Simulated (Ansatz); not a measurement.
# NaH (rock salt): energy against volume

NaH (rock salt), conventional cell a = b = c = 4.792 Å, α = β = γ = 90.00°. The calculation uses the primitive cell of 2 atoms, to which meshes and values per cell refer.

The volume is varied about the relaxed value V₀ at fixed cell shape. Symmetry pins the atoms to their sites.

The numbers are results of PBEsol (plane waves to 420 eV, PAW, scalar-relativistic; Ansatz, a quantum-chemistry and plane-wave program), not measurements. k mesh 12×12×12 (Γ-centred), Fermi-Dirac smearing 0.05 eV. Energies are smeared free energies. Stress and pressure are positive under compression. NaH was relaxed with its symmetry unable to fall. The zero of ΔE is the relaxed starting cell.

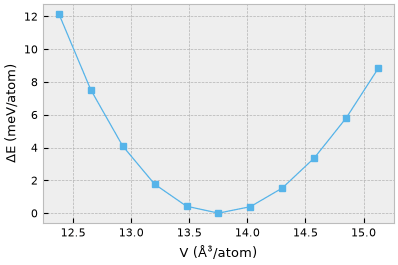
ΔE (meV/atom) against V (Å³/atom); one marker a computed point.

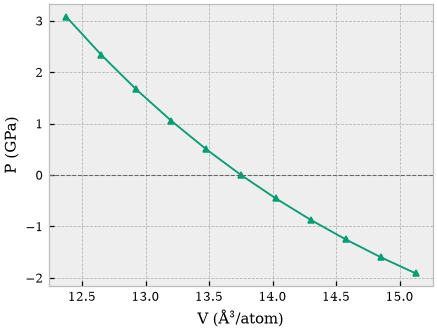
Figure: P (GPa) against V (Å³/atom); computed points joined by lines.

The energy cost of the largest expansion is 8.8 meV/atom and the bulk modulus B₀ (third-order Birch-Murnaghan fit) is 24.0 GPa. The pressure derivative B₀′ (fit) is 3.7, the pressure for 5 % compression (fit) comes out as 1.4 GPa and the equilibrium volume of the fit is 13.75 Å³/atom.

P = (3B₀/2)(x⁷ − x⁵)[1 + ¾(B₀′ − 4)(x² − 1)] with x = (1/0.95)^(1/3), B₀ = 24.0 GPa and B₀′ = 3.73.

(Under strain, the slope of the energy per volume gives the stress and its curvature an elastic modulus.)
